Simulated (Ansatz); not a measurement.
Geometry relaxation of CH8B2O2Si (part 2 of 2)

Continued. System: CH8B2O2Si. Method: RKS B3LYP/6-31G* (Ansatz 0.2.0). It belongs to a series of runs on one base structure; here: end point A relaxed.

Geometry of the input (Å):
```
B  -1.4864  -1.2930  0.8212
O  -0.4102  -0.3398  1.0793
C  0.1433  0.1144  -0.1469
Si 1.7264  -0.9640  -0.5380
O  0.6665  1.4183  0.0195
B  -0.4678  2.3852  0.0669
H  -1.3204  -2.4087  0.7226
H  -2.5898  -0.7990  0.6877
H  -0.4909  0.0742  -0.9918
H  2.3024  -0.4848  -1.7371
H  1.1906  -2.3589  -0.7164
H  2.6300  -0.9217  0.5966
H  -1.0278  2.6732  1.0809
H  -0.8789  2.8753  -0.9158
```

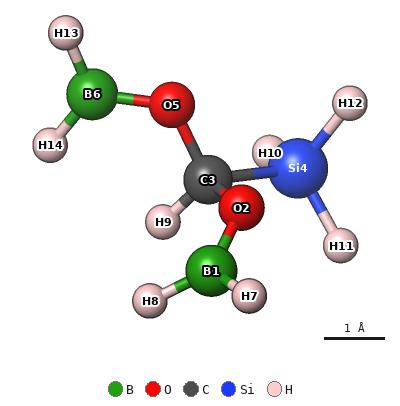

**Figure 1.** The geometry at step 8 of the log (ball-and-stick view, seen at an oblique angle; atoms are numbered from 1 in the order of the input).

Trajectory as extended XYZ, continued:
```
14
Properties=species:S:1:pos:R:3:forces:R:3 step=4 energy=-14491.88152
B    -1.6016   -1.2764    0.8648   -0.3039  -0.5351  -0.4584
O    -0.4290   -0.5853    0.9520    0.5182  -0.3948  -0.3847
C     0.1712    0.0760   -0.1864   -0.6491   0.9120  -0.1837
Si    1.7586   -0.9231   -0.5950    0.3874   0.0400  -0.1074
O     0.5099    1.4206    0.1692    0.0128  -1.1095   0.4087
B    -0.4365    2.3991    0.1404   -0.6432   0.1762  -0.3965
H    -1.5751   -2.4765    1.1963   -0.2954   1.1004   0.2032
H    -2.5902   -0.7447    0.3465    0.5788  -0.3772   0.2005
H    -0.5893    0.1073   -1.0093    0.4617  -0.0814   0.3341
H     2.4291   -0.4263   -1.8489   -0.2173  -0.0191   0.2888
H     1.3694   -2.3434   -0.7967   -0.0440   0.0340  -0.0009
H     2.6970   -0.8127    0.5597   -0.1361   0.0145  -0.1406
H    -0.8296    2.8495    1.1927    0.3027   0.2945  -0.3470
H    -0.8968    2.7066   -0.9565    0.0272  -0.0545   0.5837
14
Properties=species:S:1:pos:R:3:forces:R:3 step=5 energy=-14492.24800
B    -1.6153   -1.2825    0.8304   -0.3350  -0.8218  -0.0043
O    -0.3891   -0.7056    0.9262    0.3055  -0.0733  -0.6235
C     0.1754    0.0667   -0.1691   -0.3407   0.4779   0.0015
Si    1.7719   -0.8933   -0.6195    0.3025  -0.0227  -0.0962
O     0.4891    1.3760    0.3110   -0.4312  -0.7525   0.2493
B    -0.4370    2.3616    0.1511   -0.4804   0.4772   0.2204
H    -1.7076   -2.4334    1.3157   -0.1936   1.2504  -0.1184
H    -2.5295   -0.7288    0.2183    0.5386  -0.3509   0.2054
H    -0.5882    0.1473   -0.9791    0.3990  -0.0850   0.3123
H     2.4134   -0.3720   -1.8719   -0.1473   0.0075   0.2190
H     1.3923   -2.3139   -0.8257   -0.0017   0.0075  -0.0375
H     2.7084   -0.7763    0.5321   -0.0745   0.0079  -0.1219
H    -0.7334    3.0066    1.1552    0.3917   0.0010  -0.7893
H    -0.9633    2.5183   -0.9460    0.0670  -0.1232   0.5830
14
Properties=species:S:1:pos:R:3:forces:R:3 step=6 energy=-14492.53486
B    -1.6134   -1.3112    0.7936   -0.5440  -0.5863   0.3964
O    -0.3628   -0.8027    0.8790    0.1609   0.1277  -0.6839
C     0.1740    0.0576   -0.1690    0.0881   0.0366   0.4591
Si    1.7859   -0.8767   -0.6333    0.1421   0.0491  -0.0643
O     0.4362    1.3355    0.4208   -0.7708  -0.4755  -0.1214
B    -0.4540    2.3405    0.1778   -0.0696   0.7998   0.4529
H    -1.8076   -2.3678    1.4165   -0.0089   0.9774  -0.3559
H    -2.4809   -0.7464    0.1374    0.4497  -0.3468   0.1265
H    -0.5732    0.1597   -0.9771    0.1818  -0.0111   0.1921
H     2.4046   -0.3298   -1.8738   -0.0259   0.0379   0.0618
H     1.4107   -2.2967   -0.8502    0.0233   0.0185  -0.0589
H     2.7187   -0.7595    0.5144   -0.0058   0.0031  -0.0508
H    -0.6307    3.1592    1.0986    0.3155  -0.5016  -0.9458
H    -1.0205    2.4090   -0.9057    0.0638  -0.1288   0.5920
14
Properties=species:S:1:pos:R:3:forces:R:3 step=7 energy=-14492.75750
B    -1.6465   -1.3387    0.7955   -0.3511  -0.3372   0.2279
O    -0.3843   -0.8560    0.8626    0.1893   0.0659  -0.4346
C     0.1659    0.0275   -0.1479   -0.2972   0.0749   0.3726
Si    1.8053   -0.8533   -0.6298    0.1422   0.0426  -0.0523
O     0.3519    1.3009    0.4688   -0.2356  -0.3299  -0.0275
B    -0.4452    2.3620    0.1799   -0.0968   0.4331   0.3120
H    -1.8846   -2.3136    1.5043    0.0200   0.7155  -0.3437
H    -2.4656   -0.8185    0.0575    0.2961  -0.2770   0.1605
H    -0.5585    0.1247   -0.9752    0.1274  -0.0193   0.1177
H     2.4041   -0.2491   -1.8523   -0.0211   0.0576   0.0627
H     1.4532   -2.2682   -0.9139    0.0090   0.0336  -0.0286
H     2.7564   -0.7815    0.5079   -0.0477   0.0287  -0.0385
H    -0.4746    3.2593    1.0236    0.1559  -0.4768  -0.7336
H    -1.0906    2.3752   -0.8522    0.1096  -0.0117   0.4053
14
Properties=species:S:1:pos:R:3:forces:R:3 step=8 energy=-14492.89619
B    -1.6791   -1.3622    0.8057   -0.2814  -0.2048   0.0693
O    -0.4051   -0.9104    0.8618   -0.0979   0.0350  -0.0429
C     0.1308   -0.0167   -0.1186    0.2255  -0.0929  -0.1628
Si    1.8134   -0.8146   -0.6282   -0.1307   0.0429  -0.1021
O     0.3359    1.2446    0.4998   -0.2409   0.0369   0.1662
B    -0.3961    2.3390    0.1765   -0.1079   0.2894   0.1069
H    -1.9925   -2.2365    1.5822    0.1225   0.3540  -0.1655
H    -2.4501   -0.9134   -0.0101    0.1544  -0.0866   0.0867
H    -0.5791    0.0936   -0.9583    0.0835  -0.0346   0.1880
H     2.3661   -0.1007   -1.8115    0.0256   0.0078   0.0470
H     1.5075   -2.2240   -0.9894    0.0726   0.0256  -0.0293
H     2.7597   -0.7600    0.5118   -0.0274   0.0178  -0.0105
H    -0.3182    3.3039    0.9073    0.1482  -0.3435  -0.3113
H    -1.1060    2.3280   -0.8002    0.0538  -0.0470   0.1601
14
Properties=species:S:1:pos:R:3:forces:R:3 step=9 energy=-14492.95950
B    -1.7209   -1.3636    0.8029    0.0155  -0.0027   0.0986
O    -0.4382   -0.9320    0.8740   -0.0383  -0.0235  -0.0427
C     0.1256   -0.0562   -0.1010   -0.1256   0.0242  -0.0019
Si    1.8197   -0.7888   -0.6390    0.0305  -0.0131   0.0084
O     0.3243    1.2085    0.5223    0.0153   0.0163  -0.0247
B    -0.3804    2.3118    0.1740   -0.0403   0.0203   0.0585
H    -2.0758   -2.1193    1.6613    0.0201   0.0589  -0.0649
H    -2.4414   -0.9897   -0.0830    0.0489  -0.0234  -0.0022
H    -0.5821    0.0589   -0.9346    0.0026   0.0043  -0.0047
H     2.3712    0.0169   -1.7623   -0.0224   0.0043   0.0402
H     1.5910   -2.1868   -1.0918    0.0160   0.0346  -0.0063
H     2.7415   -0.7592    0.5212    0.0047  -0.0127  -0.0128
H    -0.1533    3.3106    0.7943    0.0229  -0.0740  -0.0714
H    -1.1942    2.2596   -0.7096    0.0500  -0.0135   0.0259
14
Properties=species:S:1:pos:R:3:forces:R:3 step=10 energy=-14492.96548
B    -1.7232   -1.3656    0.8194   -0.0125  -0.0387  -0.0237
O    -0.4441   -0.9287    0.8824   -0.0276   0.0442   0.0146
C     0.1111   -0.0641   -0.1047    0.0597  -0.0249   0.0388
Si    1.8159   -0.7818   -0.6339   -0.0223  -0.0010  -0.0461
O     0.3308    1.2029    0.5078   -0.0266   0.0098   0.0022
B    -0.3741    2.3064    0.1645    0.0164   0.0000  -0.0183
H    -2.0901   -2.0811    1.7017    0.0090   0.0043   0.0028
H    -2.4236   -1.0432   -0.1006   -0.0088   0.0101   0.0101
H    -0.6013    0.0492   -0.9351    0.0182  -0.0047   0.0170
H     2.3813    0.0884   -1.6977    0.0132   0.0024   0.0023
H     1.6015   -2.1517   -1.1680    0.0110   0.0006  -0.0057
H     2.7194   -0.8170    0.5402   -0.0207   0.0013   0.0016
H    -0.1036    3.3143    0.7442   -0.0022  -0.0040   0.0006
H    -1.2130    2.2428   -0.6915   -0.0070   0.0007   0.0036
14
Properties=species:S:1:pos:R:3:forces:R:3 step=11 energy=-14492.96651
B    -1.7187   -1.3697    0.8279   -0.0036   0.0140   0.0037
O    -0.4446   -0.9178    0.8953    0.0266  -0.0115  -0.0039
C     0.1138   -0.0613   -0.0964   -0.0440   0.0286  -0.0183
Si    1.8121   -0.7826   -0.6376    0.0305  -0.0083   0.0209
O     0.3296    1.2119    0.5046    0.0208  -0.0197   0.0026
B    -0.3769    2.3108    0.1504   -0.0016  -0.0017   0.0037
H    -2.0760   -2.0934    1.7073    0.0024   0.0019   0.0025
H    -2.4262   -1.0436   -0.0851    0.0034  -0.0094  -0.0095
H    -0.5979    0.0451   -0.9270   -0.0190   0.0060  -0.0067
H     2.4153    0.1086   -1.6629   -0.0233   0.0115   0.0046
H     1.5920   -2.1322   -1.2189   -0.0098  -0.0008   0.0001
H     2.6915   -0.8672    0.5509    0.0144  -0.0086   0.0087
H    -0.1063    3.3244    0.7201   -0.0005  -0.0012  -0.0039
H    -1.2207    2.2375   -0.7000    0.0035  -0.0010  -0.0046
14
Properties=species:S:1:pos:R:3:forces:R:3 step=12 energy=-14492.96700
B    -1.7179   -1.3703    0.8286    0.0122  -0.0038   0.0017
O    -0.4442   -0.9168    0.8957   -0.0188   0.0051   0.0033
C     0.1116   -0.0609   -0.0976    0.0112  -0.0078  -0.0092
Si    1.8118   -0.7824   -0.6355   -0.0058  -0.0003  -0.0011
O     0.3317    1.2112    0.5037   -0.0142   0.0071  -0.0024
B    -0.3747    2.3104    0.1495    0.0115  -0.0043   0.0014
H    -2.0766   -2.0844    1.7151   -0.0030  -0.0021   0.0003
H    -2.4213   -1.0581   -0.0926    0.0007  -0.0006   0.0008
H    -0.6021    0.0462   -0.9273    0.0044   0.0025   0.0080
H     2.4090    0.1192   -1.6547    0.0005   0.0017  -0.0011
H     1.5887   -2.1281   -1.2252    0.0013   0.0015  -0.0009
H     2.6920   -0.8763    0.5526    0.0000  -0.0005  -0.0005
H    -0.1031    3.3242    0.7179   -0.0013   0.0014  -0.0016
H    -1.2179    2.2368   -0.7017    0.0014   0.0003   0.0013
```

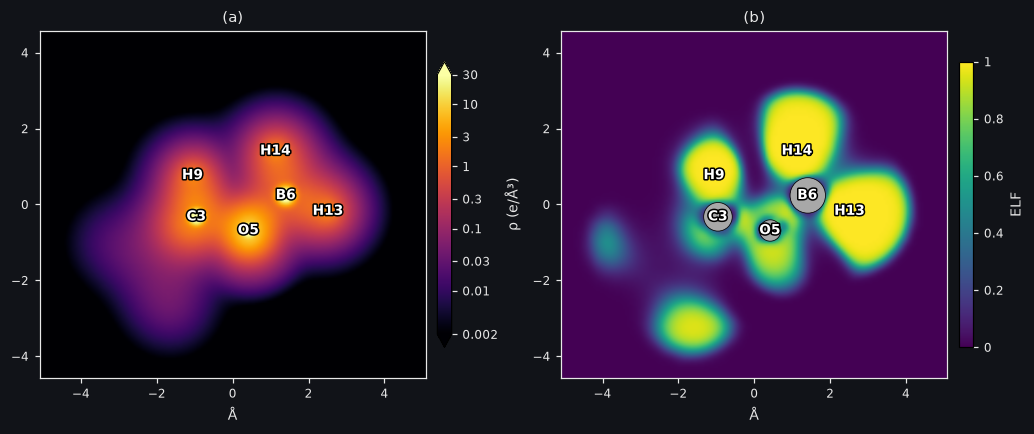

**Figure 2.** (a) electron density; (b) ELF on the plane of atoms H13, B6 and H14. Grey discs, where drawn, cover atomic cores. The section cuts through C, O, B and H sites. C–O (1.42 Å): ρ at the midpoint is about 2 e/Å³, with its minimum of 1.7 e/Å³ about 0.5 Å from C; the ELF peaks at about 0.90 between the atoms (a shared but strongly polarised pair). C–H (1.10 Å): ρ at the midpoint is about 2.1 e/Å³; the ELF climbs to about 1 towards the hydrogen, as it does in any bond to H; a covalent bond by its length. B–H (1.19 Å): ρ is about 1.3 e/Å³ halfway; the ELF climbs to about 1 towards the hydrogen (a covalent bond by its length).

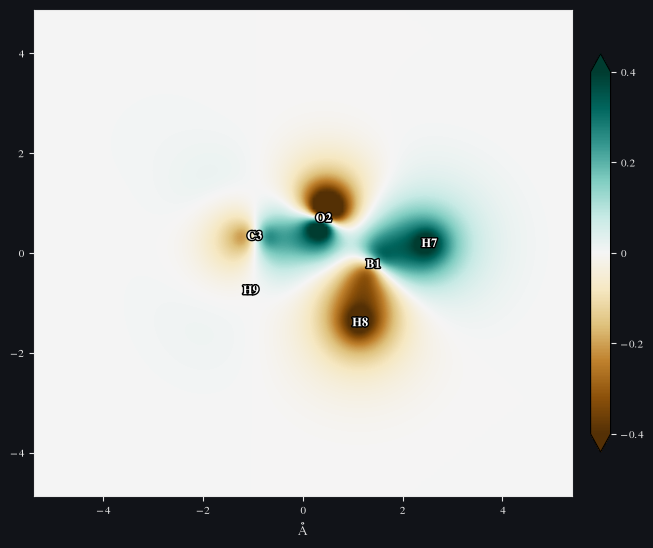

**Figure 3.** One frontier orbital on the plane of atoms O2, B1 and H8 (values in Å⁻³ᐟ²; the overall sign is arbitrary). The HOMO−1, at −8.56 eV. It lies mainly on B1 (15 %), B6 (15 %), O5 (15 %), O2 (15 %) and H8 (10 %).
